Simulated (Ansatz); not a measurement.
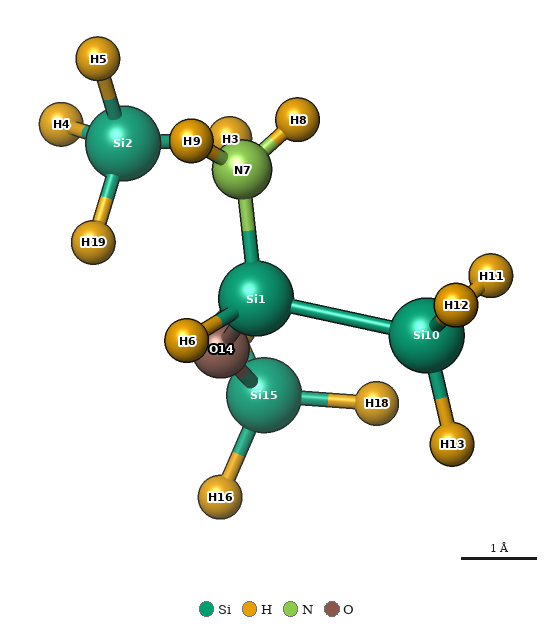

*The structure as given in the input (ball-and-stick view, seen at a tilt; atoms are numbered from 1 in the order of the input).*

Bond lengths as drawn: H–N 1.02 Å, H–Si 1.47 to 1.51 Å, N–Si 1.74 Å, O–Si 1.67 Å and Si–Si 2.36 Å.

Geometry relaxation of Si$_{4}$NH$_{13}$O (part 1 of 2)

System: Si$_{4}$NH$_{13}$O.
Method: RKS PBE-D4/6-31G* (Ansatz 0.2.0).

It belongs to a series of runs on one base structure; here: end point B relaxed. Figures and captions count atoms from 1; the log counts them from 0 in places.

### Input file
```yaml
crystal:
  periodic: [false, false, false]
  atoms:
    - { symbol: Si, position_ang: [-0.028291, -0.582474, -0.555674] }
    - { symbol: Si, position_ang: [0.352581, 0.064616, 2.803004] }
    - { symbol: H, position_ang: [-0.925228, -0.705907, 2.678372] }
    - { symbol: H, position_ang: [0.878669, -0.277798, 4.180641] }
    - { symbol: H, position_ang: [0.113635, 1.546075, 2.838305] }
    - { symbol: H, position_ang: [1.100312, 0.050828, -1.309225] }
    - { symbol: "N", position_ang: [-0.732269, 0.734016, 0.33458] }
    - { symbol: H, position_ang: [-1.716232, 0.769671, 0.59562] }
    - { symbol: H, position_ang: [-0.313145, 1.662141, 0.288184] }
    - { symbol: Si, position_ang: [-1.720511, -1.489008, -1.922378] }
    - { symbol: H, position_ang: [-2.904207, -1.881813, -1.078258] }
    - { symbol: H, position_ang: [-2.19785, -0.449259, -2.8983] }
    - { symbol: H, position_ang: [-1.283361, -2.699365, -2.696893] }
    - { symbol: O, position_ang: [0.656602, -1.814566, 0.348918] }
    - { symbol: Si, position_ang: [0.400296, -3.368675, 0.892595] }
    - { symbol: H, position_ang: [1.585599, -4.213785, 0.535256] }
    - { symbol: H, position_ang: [0.2343, -3.353051, 2.382882] }
    - { symbol: H, position_ang: [-0.833366, -3.962625, 0.270673] }
    - { symbol: H, position_ang: [1.388766, -0.343122, 1.843098] }
basis:
  gaussian: { orbitals: "6-31G*" }
hamiltonian:
  xc: pbe
  dispersion: d4
relax:
  f_tol: 0.03
  max_steps: 50
output:
  orbitals: {}
```

Run as:
```bash
ansatz run input.yaml --threads 4 --pin off --max-ram 5120MiB --backend cpu --events-out ev --progress --plain --runs-dir out
```

### The program's output
```
The last accepted step is kept in [file] (removed where the run ends without a failure and the disk answers)
Engine: ansatz 0.2.0, x86_64-unknown-linux-gnu
Functional definition: PBE
  parameter kappa = 0.804
  parameter beta = 0.06672455060314922
  exchange = pbe_x(kappa = kappa, mu = beta*pi^2/3)
  correlation = pbe_c(beta = beta)
1727 factors; their error is unknown
mean field evaluation 1: about -35225.9227 eV, gradient 7.8e1 eV
mean field evaluation 2: about -35170.2097 eV, gradient 1.7e2 eV
mean field evaluation 4: about -35237.0705 eV, gradient 1.9e1 eV
mean field evaluation 8: about -35237.7714 eV, gradient 2.0e-1 eV
mean field evaluation 16: about -35237.6231 eV, gradient 1.6e-4 eV
mean field -35237.62312707 eV, -1294.9587650011 hartree, gradient 2.1e-5 eV, S^2 0.000000; 0 other end points of the search recorded, 0 dependent functions left out
the calculation of the forces begins
reference -35237.62318090 eV, -1294.9587669794 hartree; 42, 42 occupied and 90, 90 virtual orbitals, 1727 factors
relax step   1: F+E_penalty+E_count = -35238.17756655 eV  Δ(F+E_penalty+E_count) = +0.000e0 eV  max|allowed force component| = 8.455e-1 eV/Å  Δτ_max = 0.0000 Å  (27 SCF iters, accepted)
these checks for a lower state are left out or cut short: starts, cluster_reference, orbital_swaps, neighbouring_geometries, increment
1727 factors; their error is unknown
mean field -35237.81114270 eV, -1294.9656744480 hartree, gradient 5.8e-6 eV, S^2 0.000000; 0 other end points of the search recorded, 0 dependent functions left out
[... from here on the field's lines of each further geometry are left out, up to the last ...]
relax step   2: F+E_penalty+E_count = -35238.34975568 eV  Δ(F+E_penalty+E_count) = -1.722e-1 eV  max|allowed force component| = 2.503e-1 eV/Å  Δτ_max = 0.1947 Å  (30 SCF iters, accepted)
relax step   3: F+E_penalty+E_count = -35238.41783858 eV  Δ(F+E_penalty+E_count) = -6.808e-2 eV  max|allowed force component| = 2.303e-1 eV/Å  Δτ_max = 0.2000 Å  (30 SCF iters, accepted)
relax step   4: F+E_penalty+E_count = -35238.45056409 eV  Δ(F+E_penalty+E_count) = -3.273e-2 eV  max|allowed force component| = 1.932e-1 eV/Å  Δτ_max = 0.2000 Å  (29 SCF iters, accepted)
relax step   5: F+E_penalty+E_count = -35238.46247329 eV  Δ(F+E_penalty+E_count) = -1.191e-2 eV  max|allowed force component| = 1.934e-1 eV/Å  Δτ_max = 0.1996 Å  (28 SCF iters, accepted)
relax step   6: F+E_penalty+E_count = -35238.46799811 eV  Δ(F+E_penalty+E_count) = -5.525e-3 eV  max|allowed force component| = 1.994e-1 eV/Å  Δτ_max = 0.0443 Å  (29 SCF iters, accepted)
relax step   7: F+E_penalty+E_count = -35238.46821293 eV  Δ(F+E_penalty+E_count) = -2.148e-4 eV  max|allowed force component| = 2.943e-1 eV/Å  Δτ_max = 0.0116 Å  (30 SCF iters, accepted)
relax step   8: F+E_penalty+E_count = -35238.47321863 eV  Δ(F+E_penalty+E_count) = -5.006e-3 eV  max|allowed force component| = 2.187e-1 eV/Å  Δτ_max = 0.0679 Å  (29 SCF iters, accepted)
relax step   9: F+E_penalty+E_count = -35238.36004385 eV  Δ(F+E_penalty+E_count) = +1.132e-1 eV  max|allowed force component| = 2.209e0 eV/Å  Δτ_max = 0.1924 Å  (37 SCF iters, rejected (line search))
relax step  10: F+E_penalty+E_count = -35238.48224774 eV  Δ(F+E_penalty+E_count) = -9.029e-3 eV  max|allowed force component| = 1.081e-1 eV/Å  Δτ_max = 0.0962 Å  (28 SCF iters, accepted)
relax step  11: F+E_penalty+E_count = -35238.48305560 eV  Δ(F+E_penalty+E_count) = -8.079e-4 eV  max|allowed force component| = 2.352e-1 eV/Å  Δτ_max = 0.0622 Å  (31 SCF iters, accepted)
relax step  12: F+E_penalty+E_count = -35238.48420243 eV  Δ(F+E_penalty+E_count) = -1.147e-3 eV  max|allowed force component| = 8.964e-2 eV/Å  Δτ_max = 0.0236 Å  (31 SCF iters, accepted)
relax step  13: F+E_penalty+E_count = -35238.48489574 eV  Δ(F+E_penalty+E_count) = -6.933e-4 eV  max|allowed force component| = 5.475e-2 eV/Å  Δτ_max = 0.0215 Å  (31 SCF iters, accepted)
the calculation of the forces begins
reference -35237.98937463 eV, -1294.9722243507 hartree; 42, 42 occupied and 90, 90 virtual orbitals, 1727 factors
relax step  14: F+E_penalty+E_count = -35238.48512712 eV  Δ(F+E_penalty+E_count) = -2.314e-4 eV  max|allowed force component| = 1.810e-2 eV/Å  Δτ_max = 0.0094 Å  (24 SCF iters, accepted)
1727 factors; their error is unknown
mean field evaluation 128: about -35237.9893 eV, gradient 2.4e-5 eV
```

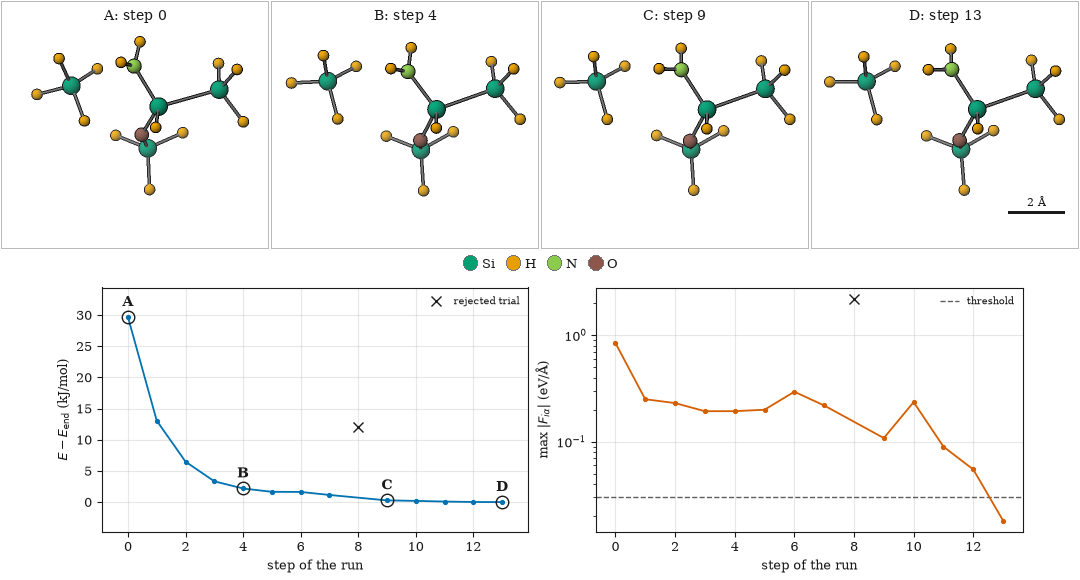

*Frames of the relaxation (ball-and-stick view, seen at a tilt) above the curves, on which the letters mark them (the first geometry is step 0 here and step 1 in the log).*

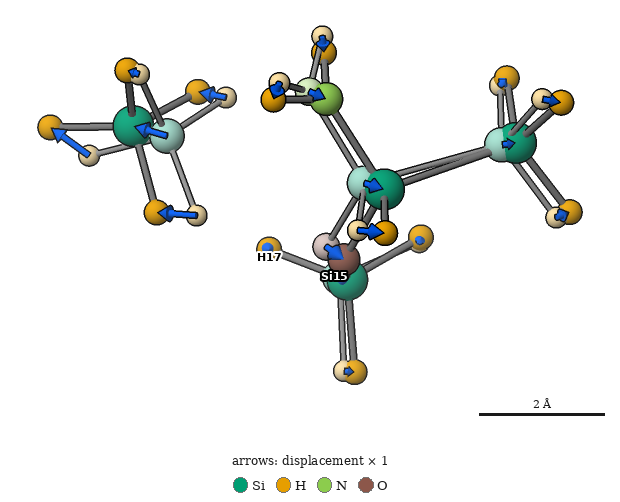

*Start (faint) and end (solid) with the displacements as blue arrows, at true length (ball-and-stick view, seen at a tilt). The two geometries are laid on each other by the best rigid fit.*

Over 13 geometry steps the energy falls by 29.7 kJ/mol. Largest force component: 0.85 eV/Å at the start, 0.018 eV/Å at the end. The line search rejected the trial step at point 8 (counted from 0) and went back. H4 moves most after the best rigid fit: 0.78 Å. Largest moves by element: H 0.78 Å, Si 0.60 Å, O 0.43 Å, N 0.31 Å. Distances before and after: Si2–H19 1.470 → 1.494 Å, Si1–O14 1.675 → 1.683 Å. Among the angles that change: Si1–O14–Si15 143.1° → 138.0°, H3–Si2–H4 104.8° → 109.2°, H3–Si2–H19 113.9° → 110.3°. (Atoms are counted from 1 in the order of the input.)

```
mean field -35237.98931816 eV, -1294.9722222754 hartree, gradient 2.3e-5 eV, S^2 0.000000; 1 other end points of the search recorded, 0 dependent functions left out
the calculation of the forces begins
reference -35237.98937463 eV, -1294.9722243507 hartree; 42, 42 occupied and 90, 90 virtual orbitals, 1727 factors
Total energy: -35238.48518359 eV, -1294.9904449939 hartree
Atom 0 at    -0.039457    -0.642347    -0.905285 Å, force    -0.013821    -0.000806     0.018104 eV/Å
Atom 1 at     0.390869     0.175024     3.389719 Å, force    -0.003428     0.002137    -0.001930 eV/Å
Atom 2 at    -0.854432    -0.623319     3.155034 Å, force    -0.000828    -0.001201    -0.000934 eV/Å
Atom 3 at     0.754176     0.104068     4.842979 Å, force     0.000109    -0.000201    -0.000110 eV/Å
Atom 4 at     0.131649     1.609357     3.030362 Å, force     0.001454    -0.000321     0.001918 eV/Å
Atom 5 at     0.999120     0.001404    -1.769166 Å, force     0.001429     0.001839     0.002888 eV/Å
Atom 6 at    -0.722559     0.649315     0.032085 Å, force     0.006928    -0.010248    -0.016085 eV/Å
Atom 7 at    -1.563722     0.513531     0.592146 Å, force    -0.003455    -0.003024     0.000574 eV/Å
Atom 8 at    -0.133636     1.383970     0.424750 Å, force     0.006703     0.012096     0.004608 eV/Å
Atom 9 at    -1.848810    -1.550515    -2.103945 Å, force     0.005014    -0.001597     0.002395 eV/Å
Atom 10 at    -3.017823    -1.787799    -1.186434 Å, force    -0.000460     0.002463    -0.001359 eV/Å
Atom 11 at    -2.289515    -0.581653    -3.163857 Å, force    -0.002238    -0.004112    -0.002590 eV/Å
Atom 12 at    -1.513687    -2.855934    -2.767457 Å, force    -0.001733     0.001337     0.000483 eV/Å
Atom 13 at     0.786077    -1.838576    -0.056786 Å, force    -0.002186    -0.010402    -0.000186 eV/Å
Atom 14 at     0.442232    -3.288611     0.691238 Å, force     0.005369     0.009925    -0.009687 eV/Å
Atom 15 at     1.530344    -4.270064     0.380205 Å, force     0.002389     0.001236    -0.000253 eV/Å
Atom 16 at     0.361979    -3.110274     2.178983 Å, force     0.000406    -0.001366     0.000681 eV/Å
Atom 17 at    -0.869414    -3.844810     0.208293 Å, force    -0.003235     0.003672     0.001030 eV/Å
Atom 18 at     1.512910    -0.356867     2.558536 Å, force     0.001584    -0.001429     0.000453 eV/Å
Dipole moment:    -0.085824     0.130600     0.229283 e Å
```

### Trajectory as extended XYZ (Å, eV, eV/Å), 12 of the 14 frames kept, from step=1 to step=14
```
19
Properties=species:S:1:pos:R:3:forces:R:3 step=1 energy=-35238.17757
Si   -0.0283   -0.5825   -0.5557   -0.0596  -0.2597  -0.5494
Si    0.3526    0.0646    2.8030   -0.1549   0.2059   0.8455
H    -0.9252   -0.7059    2.6784    0.0063   0.0005   0.0008
H     0.8787   -0.2778    4.1806    0.0084   0.0042   0.0013
H     0.1136    1.5461    2.8383   -0.0012  -0.0013   0.0002
H     1.1003    0.0508   -1.3092    0.0015  -0.0053   0.0004
N    -0.7323    0.7340    0.3346    0.0326   0.0339  -0.0034
H    -1.7162    0.7697    0.5956    0.0045  -0.0111  -0.0075
H    -0.3131    1.6621    0.2882   -0.0247  -0.0209   0.0134
Si   -1.7205   -1.4890   -1.9224    0.0076   0.0021   0.0056
H    -2.9042   -1.8818   -1.0783    0.0166   0.0048  -0.0060
H    -2.1978   -0.4493   -2.8983    0.0173  -0.0025   0.0020
H    -1.2834   -2.6994   -2.6969   -0.0065  -0.0070   0.0029
O     0.6566   -1.8146    0.3489   -0.1661  -0.0986  -0.3186
Si    0.4003   -3.3687    0.8926   -0.0070  -0.0101  -0.0023
H     1.5856   -4.2138    0.5353   -0.0182   0.0065  -0.0013
H     0.2343   -3.3531    2.3829    0.0056  -0.0063  -0.0120
H    -0.8334   -3.9626    0.2707    0.0036   0.0090   0.0028
H     1.3888   -0.3431    1.8431    0.3343   0.1559   0.0257
19
Properties=species:S:1:pos:R:3:forces:R:3 step=2 energy=-35238.34976
Si   -0.0471   -0.6101   -0.6512    0.0955   0.0083   0.0588
Si    0.3706    0.1231    2.9590   -0.0240  -0.1005   0.2503
H    -0.8922   -0.6665    2.7675    0.0769   0.0579   0.0319
H     0.8991   -0.2465    4.3217   -0.0441   0.0896   0.0775
H     0.1099    1.5994    2.9442   -0.0374   0.0106   0.0459
H     1.0918    0.0360   -1.3764   -0.0234  -0.0222  -0.1044
N    -0.7201    0.6961    0.2859   -0.0136   0.0004  -0.0255
H    -1.6974    0.7348    0.5733    0.0352  -0.0188  -0.0194
H    -0.2937    1.6221    0.2619   -0.0097  -0.0461  -0.0014
Si   -1.7510   -1.5136   -1.9702   -0.0149   0.0351  -0.0687
H    -2.9207   -1.8961   -1.1034    0.0091   0.0020  -0.0251
H    -2.2138   -0.4584   -2.9345   -0.0439  -0.0471  -0.0483
H    -1.3015   -2.7262   -2.7312   -0.0531  -0.0192  -0.0372
O     0.6426   -1.8444    0.2455   -0.0685  -0.0794  -0.0277
Si    0.3856   -3.3784    0.8469    0.0656   0.1374  -0.0306
H     1.5715   -4.2284    0.5070   -0.0214  -0.0300  -0.0115
H     0.2343   -3.3389    2.3401   -0.0117   0.0240  -0.0351
H    -0.8529   -3.9800    0.2470   -0.0228  -0.0331  -0.0006
H     1.4413   -0.2382    1.9985    0.1063   0.0310  -0.0291
19
Properties=species:S:1:pos:R:3:forces:R:3 step=3 energy=-35238.41784
Si   -0.0648   -0.6103   -0.7076    0.0668   0.0761  -0.1663
Si    0.4127    0.1117    3.1053   -0.0038   0.0841   0.2303
H    -0.8317   -0.6955    2.9069    0.0117  -0.0035  -0.0300
H     0.9020   -0.1647    4.5041   -0.0147   0.0188  -0.0092
H     0.1059    1.5799    3.0276   -0.0035  -0.0292  -0.0124
H     1.0412    0.0043   -1.5147   -0.0153   0.0073   0.0586
N    -0.7130    0.7000    0.2381    0.0040  -0.1270  -0.0627
H    -1.6778    0.7330    0.5651    0.0466  -0.0121  -0.0128
H    -0.2765    1.6202    0.2270    0.0067  -0.0207   0.0198
Si   -1.7641   -1.5179   -2.0538   -0.1311  -0.0558   0.0462
H    -2.9264   -1.8963   -1.1758   -0.0350  -0.0035  -0.0134
H    -2.2730   -0.5158   -3.0528    0.0472   0.0279   0.0259
H    -1.3564   -2.7524   -2.8066    0.0418   0.0045   0.0153
O     0.6414   -1.8307    0.1936   -0.0513  -0.0428  -0.0155
Si    0.3887   -3.3498    0.8310   -0.0277   0.0191  -0.0484
H     1.5593   -4.2233    0.4964    0.0023   0.0103  -0.0004
H     0.2449   -3.2770    2.3225    0.0157   0.0266  -0.0111
H    -0.8585   -3.9721    0.2642    0.0101   0.0187  -0.0007
H     1.5024   -0.2574    2.1609    0.0295   0.0015  -0.0131
```
